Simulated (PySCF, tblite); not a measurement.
# C4H4F2O2+ (doublet): geometry, infrared bands and EPR parameters

Aim: predict the infrared bands and EPR parameters of C4H4F2O2+ (doublet) (`[O+]=C1C[C@@H](F)O[C@@H]1F`).

Computed with tblite 0.8.0 and PySCF 2.14.0, with density-fitted response routines of our own, on a single molecule in the gas phase. Atoms count from 0, in the outputs and in this text.

### Step 1. The molecule as given

12 atoms, charge 1, multiplicity 2; geometry from: force field or distance geometry start.

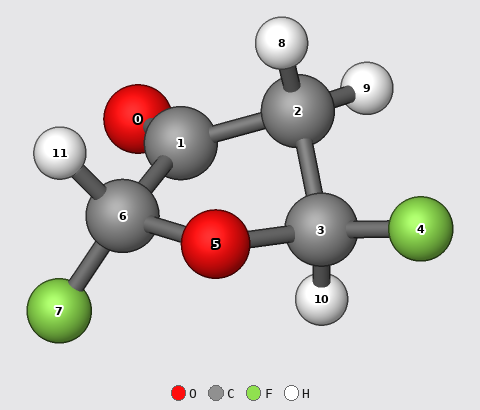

The starting geometry (oxygen red, carbon grey, fluorine green, hydrogen white), atoms numbered.

### Step 2. Geometry optimisation with GFN2-xTB

The job: settings as JSON, then the geometry in Å.

```
{"job": {"kind": "relax", "xc": "GFN2-xTB", "basis": "xTB"}, "charge": 1, "multiplicity": 2}
O      0.712900     1.088700     1.884200
C      0.424600     0.604700     0.790200
C     -0.794900     0.777500    -0.023800
C     -0.895600    -0.665700    -0.497300
F     -1.872700    -0.861900    -1.427700
O      0.394700    -0.868100    -0.981500
C      1.273800    -0.340700    -0.027800
F      1.941700    -1.263300     0.720300
H     -0.521100     1.408300    -0.882400
H     -1.688800     1.105700     0.548700
H     -0.994900    -1.299200     0.408300
H      2.021400     0.313200    -0.537300
```

Command:

```bash
OMP_NUM_THREADS=1 python probes_run.py task.json out
```

This one command runs all jobs of the session in turn.

The program printed:

```text
step      E/eV     max force
  0    -750.93121    6.072
  1    -750.97217    9.733
  2    -751.34398    1.690
  3    -751.41029    1.040
  4    -751.50869    0.512
  5    -751.53162    0.423
  6    -751.55456    0.374
  7    -751.56982    0.365
  8    -751.59102    0.371
  9    -751.60673    0.286
 10    -751.62082    0.356
 11    -751.63520    0.459
 12    -751.65545    0.587
 13    -751.68434    0.576
 14    -751.71838    0.510
 15    -751.74555    0.419
 16    -751.76937    0.470
 17    -751.79829    0.490
 18    -751.82360    0.854
 19    -751.83165    0.916
 20    -751.85981    0.394
 21    -751.87115    0.301
 22    -751.89184    0.410
 23    -751.91180    0.546
 24    -751.93737    0.632
 25    -751.96844    0.539
 26    -751.98943    0.631
 27    -752.00914    0.761
 28    -752.02842    0.437
 29    -752.04614    0.371
 30    -752.05263    0.329
 31    -752.06036    0.331
 32    -752.07172    0.310
 33    -752.08093    0.253
 34    -752.08447    0.259
 35    -752.08769    0.132
 36    -752.08936    0.103
 37    -752.09100    0.108
 38    -752.09256    0.101
 39    -752.09357    0.074
 40    -752.09422    0.058
 41    -752.09479    0.051
 42    -752.09532    0.060
 43    -752.09580    0.065
 44    -752.09624    0.063
 45    -752.09669    0.065
 46    -752.09719    0.074
 47    -752.09777    0.101
 48    -752.09848    0.112
 49    -752.09939    0.108
 50    -752.10048    0.107
 51    -752.10156    0.106
 52    -752.10234    0.080
 53    -752.10279    0.046
 54    -752.10307    0.037
 55    -752.10330    0.037
 56    -752.10351    0.034
 57    -752.10369    0.041
 58    -752.10385    0.031
 59    -752.10398    0.030
 60    -752.10408    0.020
 61    -752.10414    0.016
 62    -752.10418    0.015
 63    -752.10420    0.018
 64    -752.10423    0.016
 65    -752.10424    0.013
 66    -752.10425    0.007
```

Wall time 0.26 s (1 thread of Arm Neoverse V2, shared host).

Relaxation path: (not every step is listed)

```csv
step,energy from step 0 (eV),largest force (eV/Å)
0,0.0000,6.0724
1,-0.0410,9.7334
2,-0.4128,1.6899
3,-0.4791,1.0399
4,-0.5775,0.5118
5,-0.6004,0.4227
6,-0.6234,0.3736
7,-0.6386,0.3648
8,-0.6598,0.3711
13,-0.7531,0.5760
18,-0.8924,0.8543
23,-0.9806,0.5459
28,-1.0972,0.4371
33,-1.1497,0.2528
38,-1.1614,0.1013
43,-1.1646,0.0654
48,-1.1673,0.1119
53,-1.1716,0.0458
58,-1.1726,0.0311
61,-1.1729,0.0161
62,-1.1730,0.0150
63,-1.1730,0.0177
64,-1.1730,0.0156
65,-1.1730,0.0134
66,-1.1730,0.0066
```

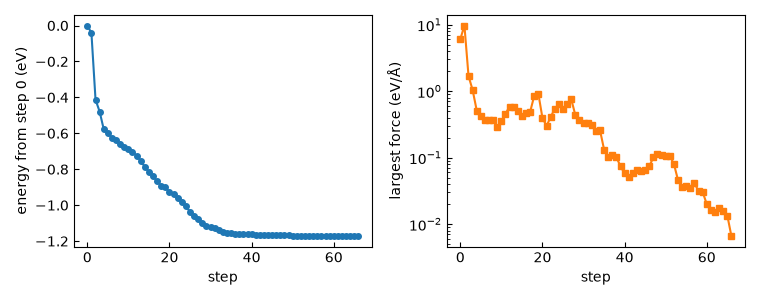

Energy and force, step by step.

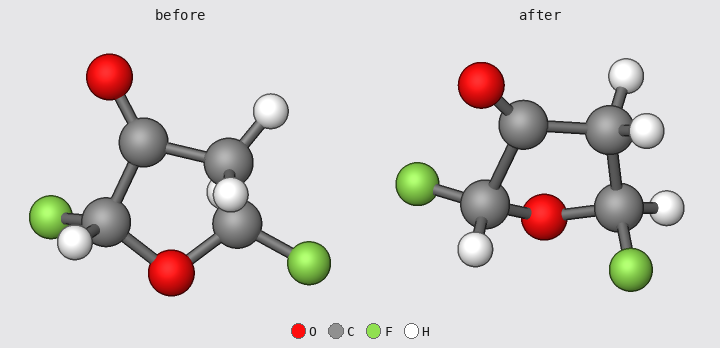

Before and after, at one scale.

Close pairs (by a distance rule), those that changed most:

```csv
bond,before (Å),after (Å),change (Å)
C1–C6,1.511,1.747,+0.235
O0–C1,1.231,1.156,-0.075
O5–C6,1.400,1.333,-0.067
C6–F7,1.363,1.307,-0.055
C2–C3,1.522,1.544,+0.022
C3–H10,1.110,1.096,-0.013
C3–O5,1.393,1.406,+0.013
C2–H9,1.111,1.099,-0.013
```

The end geometry stands in the next job.

### Step 3. Vibrational analysis with GFN2-xTB

The job: settings as JSON, then the geometry in Å.

```
{"job": {"kind": "ir", "xc": "GFN2-xTB", "basis": "xTB"}, "charge": 1, "multiplicity": 2}
O      1.142125     1.728497     1.146301
C      0.512940     0.910371     0.625615
C     -0.898810     0.653574     0.261504
C     -0.888741    -0.648750    -0.567839
F     -0.670955    -0.328278    -1.864386
O      0.215487    -1.368790    -0.078944
C      1.264543    -0.555857     0.045908
F      2.150153    -0.991872     0.903114
H     -1.310710     1.502931    -0.300365
H     -1.481725     0.552858     1.187218
H     -1.782645    -1.280678    -0.508110
H      1.749537    -0.174692    -0.876043
```

The program printed:

```text
mode    cm-1     km/mol
  1      83.6     10.81
  2     133.4     10.07
  3     225.6      4.30
  4     351.6     10.30
  5     395.9      9.62
  6     416.7     24.75
  7     429.1      4.97
  8     461.2      2.88
  9     553.6      2.44
 10     589.7     13.28
 11     755.4     12.20
 12     834.0     10.28
 13     915.6     12.45
 14     948.1     36.55
 15     969.6    103.51
 16     995.6     15.33
 17    1033.8     47.90
 18    1080.3     54.98
 19    1125.3     63.16
 20    1168.4     60.05
 21    1210.4     76.48
 22    1217.9     51.45
 23    1239.9     40.89
 24    1277.3    120.33
 25    1310.8     81.44
 26    1989.0    279.72
 27    2770.6     62.40
 28    2913.9     55.67
 29    2933.1     82.02
 30    2951.9     27.17
```

Run time: 0.22 s. Hardware: 1 thread of Arm Neoverse V2, shared host.

Which atoms move in the most intense modes:

```csv
cm⁻¹,km/mol,atoms
970,103.5,"C3 26 %, H9 24 %, O5 15 %"
1125,63.2,"H10 27 %, C3 23 %, H11 13 %, O5 12 %"
1210,76.5,"C2 34 %, H9 28 %, H8 27 %"
1277,120.3,"C6 62 %, O5 11 %, F7 10 %"
1311,81.4,"H8 47 %, H9 42 %"
1989,279.7,"C1 61 %, O0 39 %"
2771,62.4,H11 93 %
2933,82.0,"H8 73 %, H9 21 %"
```

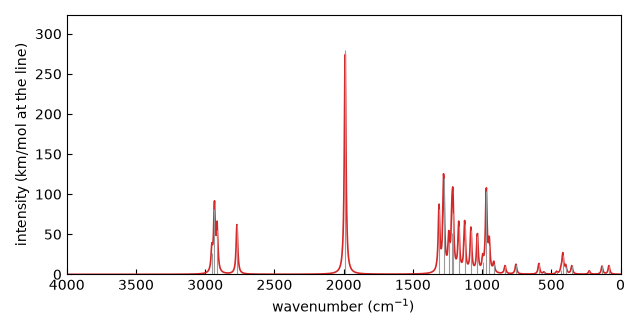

The infrared spectrum from these modes, unscaled. Lines are broadened to a width of 14 cm⁻¹ (Lorentzian).

### Step 4. g tensor and hyperfine couplings: B3LYP/pcH-1

The job, as its differences from that of step 3:

```diff
@@ -1,2 +1,2 @@
-{"job": {"kind": "ir", "xc": "GFN2-xTB", "basis": "xTB"}, "charge": 1, "multiplicity": 2}
+{"job": {"kind": "epr", "basis": "pcH-1"}, "charge": 1, "multiplicity": 2}
 O      1.142125     1.728497     1.146301
```

Level: UKS B3LYP, pcH-1 on C F H O, non-relativistic, mean-field spin-orbit, GIAO.

The program printed:

```text
UKS, coarse grid
  cycle   1  E = -504.33295885  |g| = 8.68e-01
  cycle   2  E = -503.17548175  |g| = 1.99e+00
  cycle   3  E = -504.57161351  |g| = 3.23e-01
  cycle   4  E = -504.60320342  |g| = 1.42e-01
  cycle   5  E = -504.60971283  |g| = 3.91e-02
  cycle   6  E = -504.61022415  |g| = 1.58e-02
  cycle   7  E = -504.61032049  |g| = 6.85e-03
  cycle   8  E = -504.61034486  |g| = 2.57e-03
  cycle   9  E = -504.61034981  |g| = 1.08e-03
  cycle  10  E = -504.61035150  |g| = 5.03e-04
UKS, final grid
  cycle   1  E = -504.61028898  |g| = 6.51e-04
  cycle   2  E = -504.61028879  |g| = 1.09e-03
  cycle   3  E = -504.61028916  |g| = 1.78e-04
  cycle   4  E = -504.61028918  |g| = 7.79e-05
  cycle   5  E = -504.61028919  |g| = 8.14e-05
  cycle   6  E = -504.61028919  |g| = 1.84e-05
E = -504.61028919 Eh   <S^2> = 0.7547 (exact 0.7500)
g shifts (ppm)      1          2          3
  rmc          -291       -291       -291
  gc             30         23         19
  oz_so        -976       2444       6875
  total       -1236       2177       6603
hyperfine (MHz)  atom isotope    a_iso     a_fc   dipolar eigenvalues
    0   17O     -25.12     -25.12   -128.15     59.28     68.86
    1   13C     -37.64     -37.64    -20.80     -6.75     27.55
    2   13C      21.11      21.11    -15.09    -13.43     28.52
    3   13C      -3.50      -3.50     -1.80     -0.25      2.05
    4   19F      -4.55      -4.55     -7.92     -4.51     12.42
    5   17O     -17.35     -17.35    -53.55     26.44     27.10
    6   13C       5.60       5.60    -27.67    -25.31     52.98
    7   19F      51.07      51.07   -145.52   -143.01    288.53
    8    1H      -9.66      -9.66     -7.42     -0.86      8.29
    9    1H       3.29       3.29     -6.57     -0.77      7.34
   10    1H       5.12       5.12     -3.23     -1.30      4.53
   11    1H     127.51     127.51    -11.50     -4.69     16.19
```

Wall time 44 s (1 thread of Arm Neoverse V2, shared host); peak memory 0.97 GiB.

Principal g values 2.00108, 2.00450, 2.00892; g(iso) = 2.00483, against 2.00232 for a free electron.

Hyperfine couplings, nucleus by nucleus at this fixed geometry (no averaging over rotations):

```csv
nuclei,isotope,a(iso) (MHz),"a(iso) (G, at g = 2.0023)",largest dipolar term (MHz)
H11,1H,127.5,45.5,16.2
F7,19F,51.1,18.2,288.5
C1,13C,-37.6,-13.4,27.6
O0,17O,-25.1,-9.0,-128.1
C2,13C,21.1,7.5,28.5
O5,17O,-17.4,-6.2,-53.5
H8,1H,-9.7,-3.4,8.3
C6,13C,5.6,2.0,53.0
H10,1H,5.1,1.8,4.5
F4,19F,-4.5,-1.6,12.4
C3,13C,-3.5,-1.2,2.1
H9,1H,3.3,1.2,7.3
```

Mulliken spin populations:

```csv
atom,value (e)
O0,0.40
C1,0.04
C2,0.12
C3,-0.01
F4,0.00
O5,0.14
C6,0.19
F7,0.06
H8,-0.01
H9,0.00
H10,0.00
H11,0.05
```

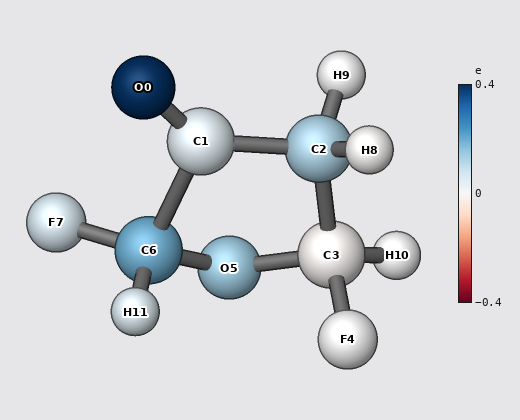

Mulliken spin populations, as colours on the atoms.

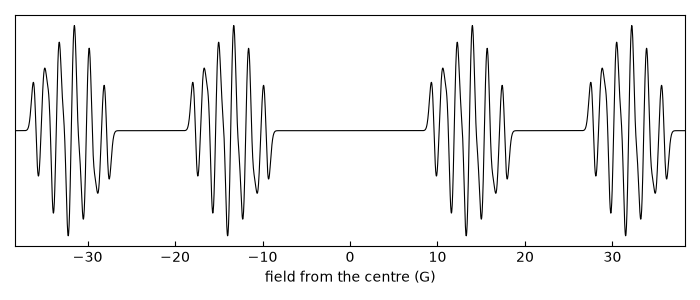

First-order isotropic spectrum (first derivative, main isotopes with spin only, couplings over 0.8 MHz, Gaussian width 0.3 G; couplings of the frozen geometry, rotation of groups not averaged beyond the rows shown).

Orbitals, density, ELF and potential are computed afterwards from the orbital file.

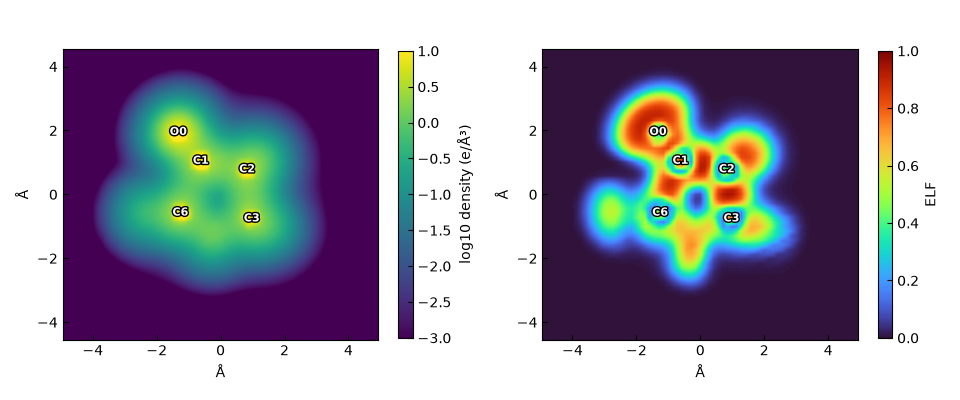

Density (left) and ELF (right) in a plane through or near 5 of the atoms.

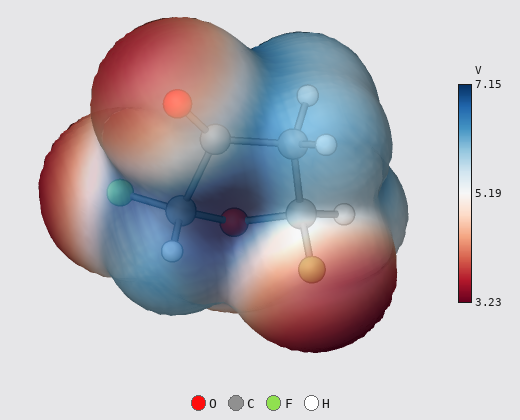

Electrostatic potential on the surface of density 0.002 e/bohr³; red is low, blue high. It runs from 3.23 V near F4 to 7.15 V near C1.

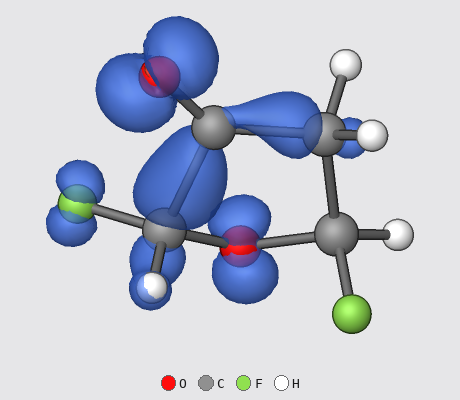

Spin density at ±0.07 e/Å³ (alpha excess blue, beta excess red).

### Step 5. Outcome

```
                                 quantity                  value
strongest single infrared mode (GFN2-xTB)  1989 cm⁻¹, 280 km/mol
             zero-point energy (GFN2-xTB)          47.6 kcal/mol
                           g(iso) (B3LYP)                2.00483
                                     ⟨S²⟩     0.755 (exact 0.75)
                           largest a(iso)   1H on H11, 127.5 MHz
```

Over 66 steps the energy fell by 1.173 eV; of the close pairs, C1–C6 changed most, 1.511 to 1.747 Å. No mode is imaginary among the 30: a minimum at this level. The strongest single mode, at 1989 cm⁻¹, moves mainly C1 and O0. Unscaled tight-binding wavenumbers are off by several per cent, some by more. Its intensities can rank the bands wrongly. The largest share of the spin, 0.40 e, sits on O0. The isotropic g lies 2.5 ppt above the free-electron value. The conformer search found further structures of the same energy, which may be mirror or relabelled copies of this one.
